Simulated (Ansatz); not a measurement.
Geometry relaxation of B$_{2}$Si$_{2}$PNH$_{10}$ (part 4 of 4)

B$_{2}$Si$_{2}$PNH$_{10}$, SMILES NB([SiH3])B[SiH2]P; RKS B3LYP-D4/6-31G* (Ansatz 0.2.0). The run did not end well. It belongs to a series of runs on one base structure; here: end point A relaxed.

Geometry of the input (Å):
```
N  -1.4197  -0.8178  0.9047
B  -0.0772  -0.9822  0.3161
Si 0.5353  -2.7811  -0.0047
B  1.0212  0.3138  0.0179
Si 0.3931  2.1349  0.2945
P  -0.9190  2.8291  -1.3369
H  -1.3406  -0.2270  1.7831
H  -1.9675  -0.1651  0.2146
H  0.9041  -2.9275  -1.3718
H  -0.4755  -3.7446  0.4074
H  1.7593  -3.0172  0.8448
H  2.0882  0.0968  -0.2625
H  1.5358  3.0265  0.3220
H  -0.3396  2.2636  1.6152
H  -0.0101  2.3387  -2.3667
H  -1.7107  1.6365  -1.3333
```

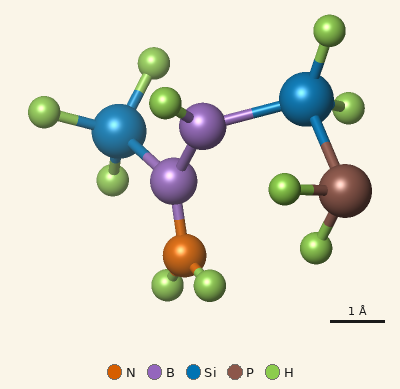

Figure 1. The geometry at step 34 of the log (ball-and-stick view, seen at a tilt).

Trajectory as extended XYZ, continued:
```
16
Properties=species:S:1:pos:R:3:forces:R:3 step=27 energy=-28050.49521
N    -1.7023   -0.9248   -0.0297   -0.4148   0.0507   0.0738
B    -0.3076   -0.9744   -0.0653    0.0521   0.1107  -0.1430
Si    0.7122   -2.6267    0.5377   -0.2529  -0.1045   0.1702
B     0.6617    0.2578   -0.5819    0.1106   0.1728  -0.0378
Si    0.9280    1.9230    0.4668   -0.0289   0.0805   0.1383
P    -0.6520    3.2388   -0.5658    0.0272   0.1208   0.3410
H    -2.1885   -0.0909   -0.3473   -0.0502  -0.1826   0.0365
H    -2.3491   -1.6374    0.3109    0.4072   0.1371  -0.0845
H     1.2184   -3.3927   -0.6311    0.0505  -0.0331  -0.0784
H    -0.1892   -3.5361    1.3122    0.0396  -0.0442   0.0076
H     1.8795   -2.3197    1.4075    0.0532   0.0370   0.0099
H     1.2081    0.2812   -1.6456    0.0325  -0.1205  -0.0967
H     2.1992    2.6886    0.3590    0.0556  -0.0318  -0.0361
H     0.5209    1.9206    1.8924    0.0049  -0.0376   0.1415
H    -0.2614    2.8909   -1.8734    0.0053  -0.0862  -0.3892
H    -1.7008    2.2791   -0.5019   -0.0917  -0.0692  -0.0532
16
Properties=species:S:1:pos:R:3:forces:R:3 step=28 energy=-28050.51629
N    -1.6581   -0.8542   -0.0458   -0.0610  -0.0035  -0.1260
B    -0.2642   -0.8878   -0.1393   -0.0423  -0.1632   0.1383
Si    0.6272   -2.6075    0.5525    0.2475   0.2031  -0.1491
B     0.7636    0.3065   -0.6447    0.0286  -0.2507   0.1037
Si    0.9526    1.9355    0.4815    0.1227   0.0189  -0.2301
P    -0.7331    3.1673   -0.5031   -0.0138   0.0256  -0.0329
H    -2.2261   -0.0868   -0.3892    0.0154  -0.0713   0.0253
H    -2.2048   -1.6346    0.2945   -0.0933   0.0757   0.0341
H     1.1543   -3.4051   -0.5942   -0.0550  -0.0445  -0.0044
H    -0.2956   -3.4891    1.3334   -0.0417   0.0637  -0.0190
H     1.8162   -2.3165    1.4048   -0.0292  -0.0261   0.0790
H     1.3959    0.2156   -1.6632   -0.0767   0.1685   0.0590
H     2.1977    2.7395    0.3161   -0.0554   0.0509   0.0877
H     0.5979    1.8769    1.9257    0.0075  -0.0543  -0.0225
H    -0.4027    2.8572   -1.8563    0.0196  -0.0011   0.0253
H    -1.7435    2.1605   -0.4283    0.0272   0.0084   0.0315
16
Properties=species:S:1:pos:R:3:forces:R:3 step=29 energy=-28050.49630 accepted=F
N    -1.6712   -0.8416   -0.0790    0.1024  -0.1850   0.0775
B    -0.2723   -0.8926   -0.1014    0.1756   0.1949  -0.2657
Si    0.6561   -2.5922    0.5427   -0.0888   0.0504   0.3136
B     0.7723    0.2868   -0.6255   -0.2319  -0.0115  -0.1117
Si    0.9821    1.9322    0.4725   -0.0279  -0.0601   0.0582
P    -0.7337    3.1328   -0.4938   -0.0072  -0.0220   0.0268
H    -2.2134   -0.1480   -0.5788   -0.0073   0.1264   0.2136
H    -2.2412   -1.5253    0.4040   -0.0620  -0.0785  -0.2125
H     1.1601   -3.4059   -0.6012   -0.0284   0.0503  -0.0357
H    -0.3056   -3.4449    1.3103    0.0252  -0.0437  -0.0037
H     1.8209   -2.3273    1.4358    0.0215  -0.0250  -0.0112
H     1.3327    0.2713   -1.6836    0.0644  -0.0340  -0.0007
H     2.1996    2.7774    0.3371    0.0197  -0.0005  -0.0049
H     0.6316    1.8457    1.9174    0.0096   0.0064  -0.0075
H    -0.4145    2.7972   -1.8415   -0.0143  -0.0061  -0.0321
H    -1.7265    2.1117   -0.3707    0.0495   0.0381  -0.0040
16
Properties=species:S:1:pos:R:3:forces:R:3 step=30 energy=-28050.54403
N    -1.6806   -0.8800   -0.0928    0.0554  -0.0384  -0.0023
B    -0.2829   -0.9117   -0.1420    0.0148   0.0622   0.0336
Si    0.6612   -2.5822    0.5732   -0.0063   0.0088  -0.0382
B     0.7375    0.2842   -0.6573   -0.0151  -0.0344  -0.0151
Si    0.9720    1.9113    0.4633   -0.0104   0.0511  -0.0263
P    -0.7119    3.1799   -0.4842    0.0449  -0.0430   0.0530
H    -2.2278   -0.1117   -0.4618   -0.0154  -0.0164   0.0161
H    -2.2518   -1.6203    0.2948   -0.0108  -0.0007  -0.0168
H     1.1770   -3.3964   -0.5682    0.0040  -0.0011   0.0334
H    -0.2786   -3.4513    1.3487   -0.0031   0.0122  -0.0002
H     1.8277   -2.2875    1.4569   -0.0311   0.0119  -0.0190
H     1.3204    0.2554   -1.7052   -0.0126   0.0140   0.0181
H     2.2089    2.7306    0.3265    0.0032  -0.0177   0.0151
H     0.6290    1.8206    1.9099    0.0012  -0.0122  -0.0179
H    -0.3989    2.8584   -1.8371   -0.0123  -0.0073  -0.0231
H    -1.7240    2.1782   -0.3802   -0.0064   0.0111  -0.0104
16
Properties=species:S:1:pos:R:3:forces:R:3 step=31 energy=-28050.54598
N    -1.6763   -0.8855   -0.1052   -0.0627   0.0115  -0.0023
B    -0.2792   -0.9041   -0.1513    0.0032   0.0021  -0.0058
Si    0.6621   -2.5712    0.5738    0.0008   0.0260  -0.0392
B     0.7333    0.2935   -0.6714   -0.0133  -0.0066   0.0520
Si    0.9826    1.9082    0.4614   -0.0224  -0.0166   0.0146
P    -0.6882    3.1781   -0.4965    0.0267   0.0219   0.0204
H    -2.2340   -0.1186   -0.4630    0.0311  -0.0089  -0.0088
H    -2.2469   -1.6312    0.2727    0.0307  -0.0224   0.0165
H     1.1923   -3.3951   -0.5523    0.0022  -0.0113   0.0112
H    -0.2879   -3.4314    1.3461   -0.0005   0.0038   0.0037
H     1.8195   -2.2675    1.4645   -0.0190   0.0091   0.0031
H     1.3033    0.2815   -1.7247    0.0084  -0.0035  -0.0146
H     2.2389    2.6977    0.3512    0.0098   0.0309  -0.0021
H     0.6083    1.8234    1.9009    0.0203  -0.0240  -0.0161
H    -0.4307    2.7903   -1.8431   -0.0002  -0.0002  -0.0403
H    -1.7198    2.2091   -0.3187   -0.0152  -0.0118   0.0077
16
Properties=species:S:1:pos:R:3:forces:R:3 step=32 energy=-28050.54710
N    -1.6775   -0.8907   -0.1150   -0.0565   0.0260  -0.0089
B    -0.2801   -0.9029   -0.1561   -0.0070   0.0024  -0.0315
Si    0.6601   -2.5659    0.5754    0.0048   0.0167  -0.0017
B     0.7348    0.2924   -0.6758   -0.0081   0.0045   0.0270
Si    0.9894    1.9043    0.4593    0.0032  -0.0200  -0.0189
P    -0.6825    3.1796   -0.4889   -0.0300   0.0121   0.0339
H    -2.2385   -0.1310   -0.4839    0.0390  -0.0161   0.0133
H    -2.2441   -1.6367    0.2686    0.0248  -0.0187   0.0031
H     1.1985   -3.4004   -0.5390    0.0006   0.0006   0.0079
H    -0.2946   -3.4196    1.3492   -0.0027  -0.0017   0.0014
H     1.8082   -2.2528    1.4742   -0.0062   0.0016   0.0014
H     1.3040    0.2805   -1.7297    0.0053  -0.0100  -0.0131
H     2.2400    2.7034    0.3466    0.0126   0.0075  -0.0008
H     0.6285    1.8025    1.9005   -0.0020   0.0040  -0.0096
H    -0.4507    2.7986   -1.8434    0.0226  -0.0177   0.0000
H    -1.7183    2.2159   -0.2977   -0.0002   0.0089  -0.0034
16
Properties=species:S:1:pos:R:3:forces:R:3 step=33 energy=-28050.54763
N    -1.6797   -0.8955   -0.1282   -0.0213   0.0282  -0.0196
B    -0.2819   -0.9021   -0.1674   -0.0116   0.0189  -0.0252
Si    0.6572   -2.5577    0.5791    0.0124  -0.0074   0.0209
B     0.7380    0.2895   -0.6856   -0.0106   0.0036  -0.0186
Si    0.9974    1.9001    0.4498   -0.0362   0.0109   0.0380
P    -0.6885    3.1828   -0.4653    0.0106  -0.0270  -0.0231
H    -2.2446   -0.1427   -0.5056    0.0394  -0.0266   0.0304
H    -2.2392   -1.6438    0.2613    0.0047  -0.0060  -0.0094
H     1.2041   -3.4046   -0.5223    0.0006   0.0130   0.0127
H    -0.3026   -3.4044    1.3547   -0.0053  -0.0020  -0.0031
H     1.7955   -2.2350    1.4872   -0.0004  -0.0009  -0.0076
H     1.3092    0.2724   -1.7391   -0.0040  -0.0123  -0.0032
H     2.2407    2.7118    0.3322    0.0032  -0.0174  -0.0062
H     0.6508    1.7831    1.8931    0.0118   0.0042   0.0019
H    -0.4515    2.8027   -1.8212   -0.0212   0.0162   0.0164
H    -1.7279    2.2209   -0.2783    0.0280   0.0047  -0.0044
16
Properties=species:S:1:pos:R:3:forces:R:3 step=34 energy=-28050.54819
N    -1.6812   -0.8980   -0.1311   -0.0324   0.0299  -0.0168
B    -0.2836   -0.9025   -0.1726   -0.0103   0.0202  -0.0096
Si    0.6581   -2.5540    0.5805    0.0078  -0.0145   0.0027
B     0.7350    0.2902   -0.6888   -0.0075  -0.0002  -0.0098
Si    0.9965    1.8977    0.4505   -0.0071   0.0156   0.0137
P    -0.6848    3.1845   -0.4660   -0.0015  -0.0292  -0.0071
H    -2.2476   -0.1411   -0.4981    0.0412  -0.0373   0.0149
H    -2.2394   -1.6504    0.2527    0.0074   0.0027   0.0009
H     1.2095   -3.4028   -0.5169    0.0029   0.0079   0.0111
H    -0.3036   -3.3999    1.3547   -0.0027  -0.0021  -0.0009
H     1.7938   -2.2281    1.4905   -0.0033   0.0036  -0.0052
H     1.3057    0.2734   -1.7426   -0.0032  -0.0066  -0.0019
H     2.2431    2.7043    0.3330    0.0044  -0.0152  -0.0027
H     0.6517    1.7801    1.8941    0.0026   0.0045  -0.0001
H    -0.4554    2.8035   -1.8228   -0.0090   0.0089   0.0192
H    -1.7207    2.2204   -0.2727    0.0105   0.0118  -0.0083
16
Properties=species:S:1:pos:R:3:forces:R:3 step=35 energy=-28050.54855
N    -1.6839   -0.9008   -0.1375   -0.0248   0.0165  -0.0055
B    -0.2864   -0.9023   -0.1778   -0.0089   0.0217  -0.0045
Si    0.6589   -2.5485    0.5830    0.0019  -0.0152   0.0004
B     0.7313    0.2906   -0.6938    0.0001  -0.0063  -0.0081
Si    0.9989    1.8941    0.4501    0.0024   0.0013   0.0000
P    -0.6835    3.1839   -0.4600   -0.0028  -0.0118  -0.0022
H    -2.2511   -0.1450   -0.5047    0.0304  -0.0293   0.0087
H    -2.2405   -1.6531    0.2490    0.0060   0.0060  -0.0026
H     1.2182   -3.3994   -0.5085    0.0028   0.0065   0.0085
H    -0.3047   -3.3943    1.3552    0.0010  -0.0028   0.0002
H     1.7896   -2.2159    1.4968   -0.0048   0.0041  -0.0037
H     1.3008    0.2734   -1.7483   -0.0038  -0.0002   0.0013
H     2.2502    2.6934    0.3315   -0.0041  -0.0061  -0.0041
H     0.6591    1.7740    1.8947   -0.0027   0.0040  -0.0018
H    -0.4608    2.8072   -1.8189    0.0000   0.0048   0.0165
H    -1.7192    2.2202   -0.2664    0.0074   0.0067  -0.0031
16
Properties=species:S:1:pos:R:3:forces:R:3 step=36 energy=-28050.54896
N    -1.6895   -0.9073   -0.1508    0.0010  -0.0092   0.0101
B    -0.2920   -0.9027   -0.1882   -0.0087   0.0140   0.0036
Si    0.6587   -2.5388    0.5892    0.0039  -0.0135   0.0002
B     0.7253    0.2888   -0.7048    0.0081  -0.0131  -0.0109
Si    1.0041    1.8856    0.4464    0.0103   0.0078  -0.0146
P    -0.6810    3.1865   -0.4426    0.0042  -0.0050   0.0020
H    -2.2583   -0.1559   -0.5225    0.0049  -0.0100   0.0007
H    -2.2420   -1.6601    0.2405   -0.0019   0.0136  -0.0092
H     1.2365   -3.3932   -0.4896   -0.0006   0.0069   0.0068
H    -0.3072   -3.3858    1.3578    0.0053  -0.0016  -0.0010
H     1.7779   -2.1902    1.5114   -0.0080   0.0012  -0.0020
H     1.2921    0.2704   -1.7612   -0.0052   0.0084   0.0089
H     2.2594    2.6781    0.3215   -0.0105  -0.0038  -0.0005
H     0.6755    1.7602    1.8932   -0.0033  -0.0014  -0.0037
H    -0.4679    2.8207   -1.8057    0.0040   0.0038   0.0103
H    -1.7145    2.2210   -0.2503   -0.0036   0.0017  -0.0007
16
Properties=species:S:1:pos:R:3:forces:R:3 step=37 energy=-28050.54921
N    -1.6937   -0.9121   -0.1600    0.0228  -0.0240   0.0157
B    -0.2963   -0.9035   -0.1945   -0.0053   0.0012   0.0072
Si    0.6580   -2.5324    0.5953    0.0089  -0.0087   0.0010
B     0.7215    0.2859   -0.7133    0.0069  -0.0087  -0.0152
Si    1.0084    1.8794    0.4411    0.0076   0.0084  -0.0113
P    -0.6796    3.1900   -0.4274    0.0122  -0.0018   0.0019
H    -2.2631   -0.1648   -0.5375   -0.0136   0.0052  -0.0035
H    -2.2439   -1.6654    0.2333   -0.0089   0.0164  -0.0103
H     1.2529   -3.3866   -0.4745   -0.0033   0.0078   0.0072
H    -0.3084   -3.3836    1.3587    0.0055   0.0005  -0.0031
H     1.7661   -2.1710    1.5262   -0.0099  -0.0022  -0.0026
H     1.2853    0.2672   -1.7714   -0.0049   0.0075   0.0109
H     2.2659    2.6676    0.3110   -0.0122  -0.0011   0.0002
H     0.6901    1.7476    1.8897   -0.0019  -0.0019  -0.0041
H    -0.4731    2.8350   -1.7941    0.0027   0.0045   0.0055
H    -1.7130    2.2240   -0.2382   -0.0064  -0.0030   0.0004
16
Properties=species:S:1:pos:R:3:forces:R:3 step=38 energy=-28050.54946
N    -1.6981   -0.9172   -0.1675    0.0376  -0.0286   0.0165
B    -0.3007   -0.9059   -0.1992    0.0016  -0.0103   0.0084
Si    0.6580   -2.5275    0.6024    0.0091  -0.0023  -0.0002
B     0.7168    0.2813   -0.7222    0.0051   0.0009  -0.0125
Si    1.0126    1.8724    0.4340   -0.0013   0.0117  -0.0052
P    -0.6767    3.1955   -0.4115    0.0136  -0.0013   0.0030
H    -2.2676   -0.1736   -0.5510   -0.0254   0.0162  -0.0061
H    -2.2476   -1.6700    0.2275   -0.0138   0.0114  -0.0070
H     1.2747   -3.3765   -0.4592   -0.0046   0.0079   0.0081
H    -0.3090   -3.3877    1.3550    0.0043   0.0020  -0.0040
H     1.7508   -2.1540    1.5468   -0.0119  -0.0042  -0.0049
H     1.2766    0.2631   -1.7823   -0.0031   0.0028   0.0071
H     2.2706    2.6584    0.2975   -0.0051  -0.0015   0.0017
H     0.7046    1.7349    1.8843    0.0020  -0.0028  -0.0039
H    -0.4772    2.8545   -1.7826    0.0015   0.0038  -0.0005
H    -1.7109    2.2296   -0.2275   -0.0095  -0.0058  -0.0004
16
Properties=species:S:1:pos:R:3:forces:R:3 step=39 energy=-28050.54966
N    -1.7010   -0.9210   -0.1704    0.0347  -0.0149   0.0076
B    -0.3037   -0.9085   -0.2011    0.0086  -0.0179   0.0052
Si    0.6579   -2.5250    0.6086    0.0104   0.0021  -0.0012
B     0.7130    0.2771   -0.7299    0.0001   0.0103  -0.0056
Si    1.0157    1.8678    0.4260   -0.0085  -0.0028   0.0067
P    -0.6755    3.2005   -0.3986    0.0103   0.0038   0.0011
H    -2.2705   -0.1793   -0.5578   -0.0229   0.0137  -0.0039
H    -2.2509   -1.6730    0.2250   -0.0144   0.0030   0.0000
H     1.2991   -3.3641   -0.4464   -0.0053   0.0082   0.0109
H    -0.3104   -3.3976    1.3450    0.0024   0.0037  -0.0055
H     1.7324   -2.1424    1.5705   -0.0125  -0.0061  -0.0081
H     1.2686    0.2591   -1.7918   -0.0018  -0.0043  -0.0008
H     2.2746    2.6507    0.2845   -0.0001   0.0043  -0.0014
H     0.7197    1.7223    1.8781    0.0007   0.0021  -0.0040
H    -0.4799    2.8755   -1.7741    0.0002   0.0023  -0.0004
H    -1.7121    2.2352   -0.2231   -0.0020  -0.0074  -0.0006
16
Properties=species:S:1:pos:R:3:forces:R:3 step=40 energy=-28050.54981
N    -1.7035   -0.9253   -0.1694    0.0162   0.0077  -0.0038
B    -0.3063   -0.9129   -0.2031    0.0119  -0.0112   0.0050
Si    0.6584   -2.5239    0.6140    0.0136  -0.0055  -0.0033
B     0.7075    0.2724   -0.7392   -0.0030   0.0102   0.0074
Si    1.0174    1.8621    0.4175   -0.0061   0.0109   0.0040
P    -0.6732    3.2073   -0.3857   -0.0029  -0.0165   0.0003
H    -2.2738   -0.1838   -0.5571   -0.0090   0.0013   0.0005
H    -2.2541   -1.6752    0.2287   -0.0087  -0.0078   0.0060
H     1.3312   -3.3489   -0.4331   -0.0091   0.0122   0.0182
H    -0.3144   -3.4126    1.3254    0.0056   0.0071  -0.0070
H     1.7085   -2.1344    1.6006   -0.0184  -0.0072  -0.0154
H     1.2577    0.2541   -1.8035    0.0002  -0.0054  -0.0073
H     2.2745    2.6459    0.2686    0.0128  -0.0017   0.0019
H     0.7323    1.7122    1.8716    0.0022   0.0002  -0.0067
H    -0.4783    2.9049   -1.7667    0.0008  -0.0001   0.0067
H    -1.7066    2.2356   -0.2242   -0.0061   0.0059  -0.0068
```
